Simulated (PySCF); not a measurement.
## Single-point calculation, with input and output: SiHCl$_{2}$OF

The run: single-point calculation of SiHCl$_{2}$OF, SMILES O[Si](F)(Cl)Cl. Method and program: wB97M-V/def2-SVP, RKS (PySCF 2.14.0).

The geometry comes from this level: PBE0-D4/def2-TZVP.

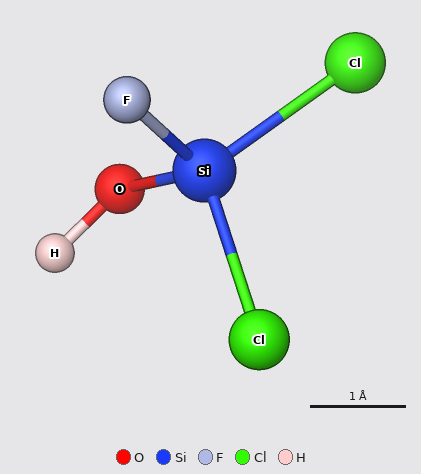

The structure as given in the input (ball-and-stick view, seen at a tilt).

Summary

- outcome: converged
- total energy: −1385.159424 hartree
- basis functions: 87
- HOMO: −11.64 eV
- LUMO: 2.52 eV
- dipole moment: 1.90 D
- hardware: 1 thread of Arm Neoverse V2, 24 GiB of memory available, shared host
- wall time: 76 s
- peak memory: 0.46 GiB

Input (job.py)
```python
from pyscf import gto, dft

mol = gto.M(
    atom='''
O       -0.507700       0.453700       1.122500
Si       0.219500       0.013400      -0.247400
F        1.583200      -0.726700       0.044400
Cl      -0.921300      -1.272900      -1.319600
Cl       0.618000       1.683900      -1.294500
H       -0.949600      -0.215500       1.648500
''',
    basis='def2-svp',
    verbose=3,
    max_memory=1860,
)

mf = dft.RKS(mol, xc='wb97m-v')
mf.grids.level = 5
mf.nlcgrids.level = 1
mf.conv_tol = 1e-10
mf.kernel()
if not mf.converged:
    mf = mf.newton().run(mf.mo_coeff, mf.mo_occ)

e_tot = mf.e_tot
print('E(%s) = %.9f' % ('WB97M-V', e_tot))
```

Launched with:
```bash
OMP_NUM_THREADS=1 python job.py
```

The program's output
```
[file] SyntaxWarning: invalid escape sequence '\W'
  S = {(paw_set(r)[0], bool(re.search(r"spin_orbit\W+true|paw_fr", str((r.get("files") or {}).get("input") or "")) or re.search("(?i)spin.orbit\W+(value\W+)?(true|yes)|value\W+spin-orbit", json.dumps(r.get("inputs"), default=str)))) for r in records}
converged SCF energy = -1385.15942385889
E(WB97M-V) = -1385.159423859
```

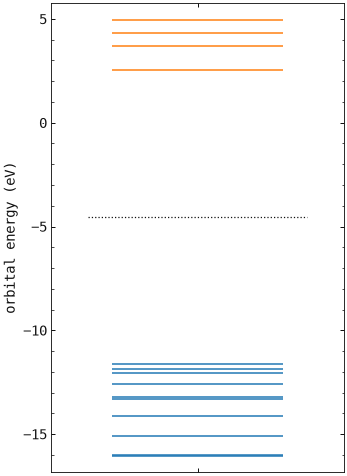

Orbital energies near the frontier; the dotted line parts filled from empty levels, and levels within 0.02 eV of each other stand side by side. Highest filled −11.64 eV, lowest empty 2.52 eV, 14.16 eV apart.
